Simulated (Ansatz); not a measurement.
The starting structures come from a database of crystals and need not be the phases stable at ambient conditions.

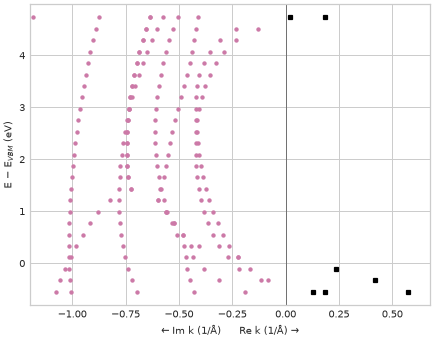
*Complex bands at the centre of the two-dimensional zone; r2SCAN run with Ansatz (a quantum-chemistry and plane-wave program)*

No gap correction and no spin-orbit coupling; mid-gap is the computed energy nearest the middle.

Question: This is HfO2 (P4_2/mnm, rutile, 6 atoms a cell, 12.4 Å³ an atom, 4 GPa at this level) along the normal of (100). Read off the slowest decay at the centre of the two-dimensional zone at 2.31 eV, the computed energy nearest the middle of the gap.

Answer: κ ≈ 0.41 1/Å, a decay length 1/(2κ) of the density of 1.2 Å.
